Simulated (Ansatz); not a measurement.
# ClH2InO: rotation by 180° about the O1–In2 bond, part 1 of 2

How high is the barrier for the rotation by 180° about the O1–In2 bond? Relax the two ends, then run a nudged elastic band between them. SMILES of the start: [OH][InH][Cl].

All numbers below are computed with Ansatz 0.2.0 (RKS LDA/def2-SVP).

## 1. The starting structure

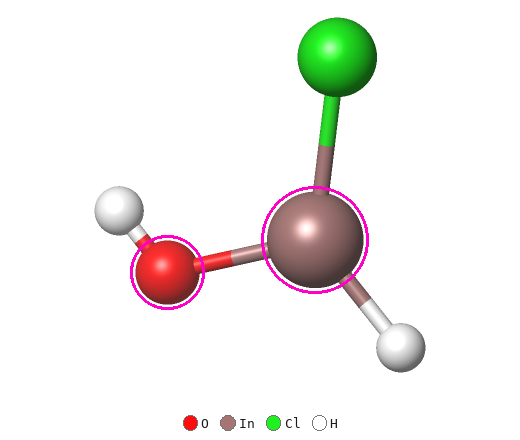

The starting structure, seen from a free direction (oxygen red, indium brown, chlorine green, hydrogen white). Ringed: O1, In2.

Structure file:

```xyz
5

O    -1.3040    0.1654   -0.5515
In    0.5078    0.3324    0.1094
Cl    1.2918   -1.6513    0.9463
H    -1.6870   -0.7086   -0.4679
H     1.1914    1.8621   -0.0362
```

## 2. Relaxing end A

input.yaml

```yaml
crystal:
  periodic: [false, false, false]
  atoms:
    - { symbol: O, position_ang: [-1.30402, 0.16541, -0.55154] }
    - { symbol: In, position_ang: [0.50782, 0.3324, 0.10939] }
    - { symbol: Cl, position_ang: [1.29181, -1.65134, 0.94632] }
    - { symbol: H, position_ang: [-1.68698, -0.70857, -0.46792] }
    - { symbol: H, position_ang: [1.19136, 1.8621, -0.03625] }
basis:
  gaussian: { orbitals: def2-SVP }
hamiltonian:
  xc: lda
relax:
  f_tol: 0.015
  max_steps: 40
```

On the command line:

```
ansatz run input.yaml --threads 1 --pin off --max-ram 2048MiB --backend cpu --events-out ev --progress --plain --runs-dir out
```

Standard output, shortened:

```text
Warning: RAYON_NUM_THREADS=1 ignored (pool sized by the plan → 1); use --threads N
[...]
Functional definition: SPW92
[...]
770 factors; their error is unknown
[...]
mean field -19707.46875248 eV, -724.2361184515 hartree, gradient 3.2e-5 eV, S^2 0.000000; 0 other end points of the search recorded, 0 dependent functions left out
[...]
reference -19707.46879427 eV, -724.2361199874 hartree; 24, 24 occupied and 44, 44 virtual orbitals, 770 factors
relax step   1: F+E_penalty+E_count = -19707.46875248 eV  Δ(F+E_penalty+E_count) = +0.000e0 eV  max|allowed force component| = 9.131e-1 eV/Å  Δτ_max = 0.0000 Å  (26 SCF iters, accepted)
[...]
relax step   5: F+E_penalty+E_count = -19707.54216977 eV  Δ(F+E_penalty+E_count) = -4.440e-4 eV  max|allowed force component| = 2.624e-2 eV/Å  Δτ_max = 0.0212 Å  (27 SCF iters, accepted)
[...]
relax step   6: F+E_penalty+E_count = -19707.54219318 eV  Δ(F+E_penalty+E_count) = -2.341e-5 eV  max|allowed force component| = 3.634e-3 eV/Å  Δτ_max = 0.0060 Å  (28 SCF iters, accepted)
770 factors; their error is unknown
[...]
mean field -19707.54219318 eV, -724.2388173474 hartree, gradient 2.2e-5 eV, S^2 0.000000; 1 other end points of the search recorded, 0 dependent functions left out
[...]
reference -19707.54223508 eV, -724.2388188871 hartree; 24, 24 occupied and 44, 44 virtual orbitals, 770 factors
Total energy: -19707.54223508 eV, -724.2388188871 hartree
Atom 0 at    -1.397894     0.142420    -0.585774 Å, force    -0.002492    -0.003122     0.002931 eV/Å
Atom 1 at     0.451144     0.403849     0.066312 Å, force     0.001828    -0.001846     0.002774 eV/Å
Atom 2 at     1.279504    -1.608017     0.929532 Å, force    -0.001011     0.003268    -0.000959 eV/Å
Atom 3 at    -1.668556    -0.786405    -0.435853 Å, force     0.000385     0.001961    -0.003634 eV/Å
Atom 4 at     1.335792     1.848153     0.025784 Å, force     0.001291    -0.000261    -0.001112 eV/Å
Dipole moment:     0.030710     0.197223    -0.039132 e Å
```

It took 8.9 s on 1 thread of Arm Neoverse V2, shared host; peak memory 0.12 GiB.

Relaxation path:

| step | energy from step 1 (eV) | largest force component (eV/Å) |
| --- | --- | --- |
| 1 | 0.0000 | 0.9131 |
| 2 | -0.0633 | 0.2831 |
| 3 | -0.0712 | 0.0825 |
| 4 | -0.0730 | 0.0725 |
| 5 | -0.0734 | 0.0262 |
| 6 | -0.0734 | 0.0036 |

Step 1 is the start.

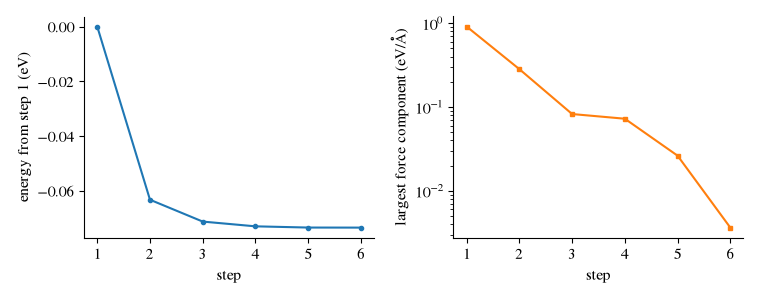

How energy and force went from step to step.

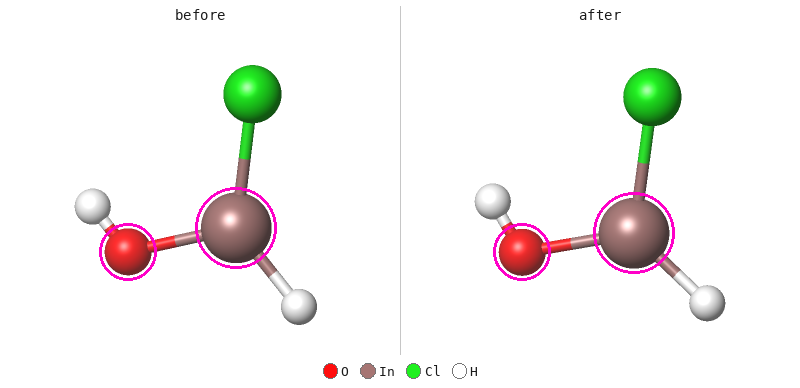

Before and after, at one scale.

After: Bond lengths: O1–In2 1.978 Å, In2–Cl3 2.341 Å, O1–H4 0.979 Å, In2–H5 1.694 Å. Angles: O1–In2–Cl3 109.8°, O1–In2–H5 126.4°, Cl3–In2–H5 123.8°, In2–O1–H4 109.5°.

## 3. End point B

The second end starts from a geometry with the move made by hand.

input.yaml

```yaml
crystal:
  periodic: [false, false, false]
  atoms:
    - { symbol: O, position_ang: [-1.30402, 0.16541, -0.55154] }
    - { symbol: In, position_ang: [0.50782, 0.3324, 0.10939] }
    - { symbol: Cl, position_ang: [1.31193, 2.46251, -0.14823] }
    - { symbol: H, position_ang: [-1.68698, -0.70857, -0.46792] }
    - { symbol: H, position_ang: [1.17576, -1.07274, 0.74803] }
basis:
  gaussian: { orbitals: def2-SVP }
hamiltonian:
  xc: lda
relax:
  f_tol: 0.015
  max_steps: 40
```

On the command line:

```
ansatz run input.yaml --threads 1 --pin off --max-ram 2048MiB --backend cpu --events-out ev --progress --plain --runs-dir out
```

Standard output, shortened:

```text
Warning: RAYON_NUM_THREADS=1 ignored (pool sized by the plan → 1); use --threads N
[...]
Functional definition: SPW92
[...]
770 factors; their error is unknown
[...]
mean field -19707.34595274 eV, -724.2316056445 hartree, gradient 7.1e-5 eV, S^2 0.000000; 0 other end points of the search recorded, 0 dependent functions left out
[...]
reference -19707.34599458 eV, -724.2316071818 hartree; 24, 24 occupied and 44, 44 virtual orbitals, 770 factors
relax step   1: F+E_penalty+E_count = -19707.34595274 eV  Δ(F+E_penalty+E_count) = +0.000e0 eV  max|allowed force component| = 1.048e0 eV/Å  Δτ_max = 0.0000 Å  (25 SCF iters, accepted)
[...]
relax step   4: F+E_penalty+E_count = -19707.45399210 eV  Δ(F+E_penalty+E_count) = -4.334e-4 eV  max|allowed force component| = 2.065e-2 eV/Å  Δτ_max = 0.0097 Å  (27 SCF iters, accepted)
[...]
relax step   5: F+E_penalty+E_count = -19707.45401624 eV  Δ(F+E_penalty+E_count) = -2.413e-5 eV  max|allowed force component| = 5.175e-3 eV/Å  Δτ_max = 0.0014 Å  (18 SCF iters, accepted)
770 factors; their error is unknown
mean field -19707.45401624 eV, -724.2355769046 hartree, gradient 7.7e-5 eV, S^2 0.000000; 1 other end points of the search recorded, 0 dependent functions left out
[...]
reference -19707.45405874 eV, -724.2355784667 hartree; 24, 24 occupied and 44, 44 virtual orbitals, 770 factors
Total energy: -19707.45405874 eV, -724.2355784667 hartree
Atom 0 at    -1.377790     0.225980    -0.597500 Å, force    -0.005175     0.001052    -0.002290 eV/Å
Atom 1 at     0.467508     0.233994     0.120525 Å, force     0.002433     0.000333     0.000880 eV/Å
Atom 2 at     1.299905     2.390640    -0.133540 Å, force     0.000934     0.001521    -0.000054 eV/Å
Atom 3 at    -1.783535    -0.660107    -0.517945 Å, force     0.001074    -0.001119     0.000703 eV/Å
Atom 4 at     1.398422    -1.011497     0.818191 Å, force     0.000735    -0.001787     0.000760 eV/Å
Dipole moment:    -0.021005    -0.724722     0.186358 e Å
```

It took 7.5 s on 1 thread of Arm Neoverse V2, shared host; peak memory 0.13 GiB.

Relaxation path:

| step | energy from step 1 (eV) | largest force component (eV/Å) |
| --- | --- | --- |
| 1 | 0.0000 | 1.0476 |
| 2 | -0.0965 | 0.4014 |
| 3 | -0.1076 | 0.0857 |
| 4 | -0.1080 | 0.0207 |
| 5 | -0.1081 | 0.0052 |

Step 1 is the start.

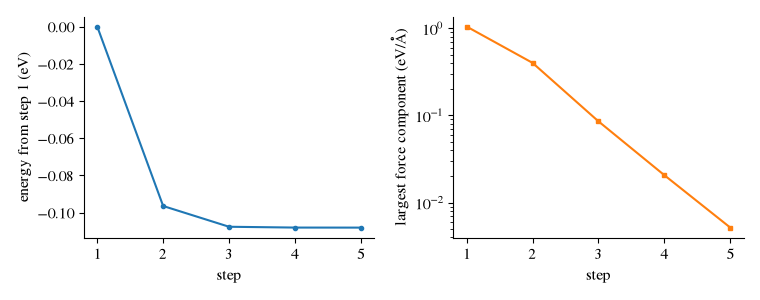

Energy and largest force along the relaxation.

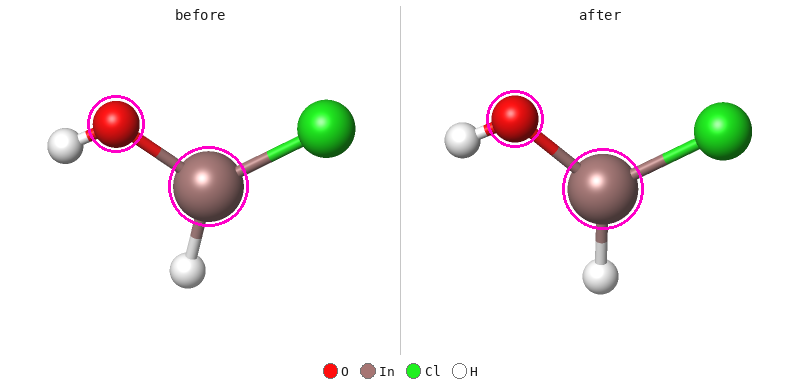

Before and after, at one scale.

After: Bond lengths: O1–In2 1.980 Å, In2–Cl3 2.326 Å, O1–H4 0.978 Å, In2–H5 1.704 Å. Angles: O1–In2–Cl3 107.3°, O1–In2–H5 130.9°, Cl3–In2–H5 121.8°, In2–O1–H4 111.2°.

## 4. Nudged elastic band

crystal.atoms is end A as relaxed above, and neb.final_atoms is end B, turned to lie on A. With 5 inner images the band has 7 in all. The start path is listed, through a guess of the saddle.

input.yaml

```yaml
crystal:
  periodic: [false, false, false]
  atoms:
    - { symbol: O, position_ang: [-1.397894, 0.14242, -0.585774] }
    - { symbol: In, position_ang: [0.451144, 0.403849, 0.066312] }
    - { symbol: Cl, position_ang: [1.279504, -1.608017, 0.929532] }
    - { symbol: H, position_ang: [-1.668556, -0.786405, -0.435853] }
    - { symbol: H, position_ang: [1.335792, 1.848153, 0.025784] }
basis:
  gaussian: { orbitals: def2-SVP }
hamiltonian:
  xc: lda
neb:
  order_check: false
  images: 5
  f_tol: 0.03
  max_iterations: 60
  final_atoms:
    - { symbol: O, position_ang: [-1.32940249, -0.52788103, -0.37633303] }
    - { symbol: In, position_ang: [0.44894748, 0.18359694, 0.12568224] }
    - { symbol: Cl, position_ang: [1.65597207, -1.56878472, 1.06419485] }
    - { symbol: H, position_ang: [-1.88667639, 0.16727027, -0.7792209] }
    - { symbol: H, position_ang: [1.11114933, 1.74579854, -0.03432216] }
  initial_path:
    images:
      - { positions_ang: [[-1.397894, 0.14242, -0.585774], [0.451144, 0.403849, 0.066312], [1.279504, -1.608017, 0.929532], [-1.668556, -0.786405, -0.435853], [1.335792, 1.848153, 0.025784]] }
      - { positions_ang: [[-1.3071775, 0.02761583, -0.66570081], [0.47998325, 0.33843216, 0.06954], [1.35577311, -1.62879588, 0.93968511], [-1.74794198, -0.57879861, -0.38133145], [1.21935312, 1.8415465, 0.03780815]] }
      - { positions_ang: [[-1.216461, -0.08718833, -0.74562762], [0.50882251, 0.27301531, 0.072768], [1.43204222, -1.64957476, 0.94983822], [-1.82732797, -0.37119222, -0.32680991], [1.10291424, 1.83494001, 0.04983231]] }
      - { positions_ang: [[-1.1257445, -0.2019925, -0.82555443], [0.53766176, 0.20759847, 0.07599599], [1.50831133, -1.67035364, 0.95999133], [-1.90671395, -0.16358584, -0.27228836], [0.98647536, 1.82833351, 0.06185646]] }
      - { positions_ang: [[-1.19363049, -0.31062201, -0.67581396], [0.50809033, 0.19959796, 0.09255808], [1.55753158, -1.63649734, 0.99472584], [-1.90003477, -0.05330047, -0.44126587], [1.02803335, 1.80082185, 0.02979692]] }
      - { positions_ang: [[-1.26151649, -0.41925152, -0.5260735], [0.47851891, 0.19159745, 0.10912016], [1.60675182, -1.60264103, 1.02946035], [-1.89335558, 0.0569849, -0.61024339], [1.06959134, 1.7733102, -0.00226262]] }
      - { positions_ang: [[-1.32940249, -0.52788103, -0.37633303], [0.44894748, 0.18359694, 0.12568224], [1.65597207, -1.56878472, 1.06419485], [-1.88667639, 0.16727027, -0.7792209], [1.11114933, 1.74579854, -0.03432216]] }
```

On the command line:

```
ansatz run input.yaml --threads 1 --pin off --max-ram 2048MiB --backend cpu --events-out ev --progress --plain --runs-dir out
```

Standard output, shortened:

```text
Warning: RAYON_NUM_THREADS=1 ignored (pool sized by the plan → 1); use --threads N
[...]
Functional definition: SPW92
[...]
770 factors; their error is unknown
[...]
mean field -19707.54219661 eV, -724.2388174736 hartree, gradient 3.0e-5 eV, S^2 0.000000; 0 other end points of the search recorded, 0 dependent functions left out
[...]
reference -19707.54223852 eV, -724.2388190138 hartree; 24, 24 occupied and 44, 44 virtual orbitals, 770 factors
770 factors; their error is unknown
[...]
mean field -19707.45401824 eV, -724.2355769781 hartree, gradient 3.2e-5 eV, S^2 0.000000; 0 other end points of the search recorded, 0 dependent functions left out
[...]
reference -19707.45406084 eV, -724.2355785436 hartree; 24, 24 occupied and 44, 44 virtual orbitals, 770 factors
NEB end point (image 0): max|allowed force component| = 3.635e-3 eV/Å (the criterion of neb.relax_end_points is 1.000e-2)
[...]
NEB iter   1: max|band force component| = 1.648e1 eV/Å  barrier→ = 1.6442 eV  barrier← = 1.5560 eV  Δτ_max = 0.1939 Å  (182 SCF iters)
[...]
NEB iter   2: max|band force component| = 5.136e-1 eV/Å  barrier→ = 0.2302 eV  barrier← = 0.1420 eV  CI = image 4  Δτ_max = 0.0803 Å  (159 SCF iters)
[...]
NEB iter   3: max|band force component| = 2.808e-1 eV/Å  barrier→ = 0.2191 eV  barrier← = 0.1309 eV  CI = image 4  Δτ_max = 0.0579 Å  (137 SCF iters)
[...]
770 factors; their error is unknown
mean field -19707.51179867 eV, -724.2377003699 hartree, gradient 2.0e-5 eV, S^2 0.000000; 0 other end points of the search recorded, 0 dependent functions left out
[...]
reference -19707.51184092 eV, -724.2377019223 hartree; 24, 24 occupied and 44, 44 virtual orbitals, 770 factors
[...]
770 factors; their error is unknown
mean field -19707.43406993 eV, -724.2348438914 hartree, gradient 1.9e-5 eV, S^2 0.000000; 0 other end points of the search recorded, 0 dependent functions left out
[...]
reference -19707.43411246 eV, -724.2348454543 hartree; 24, 24 occupied and 44, 44 virtual orbitals, 770 factors
```

(Continued in part 2 of 2.)
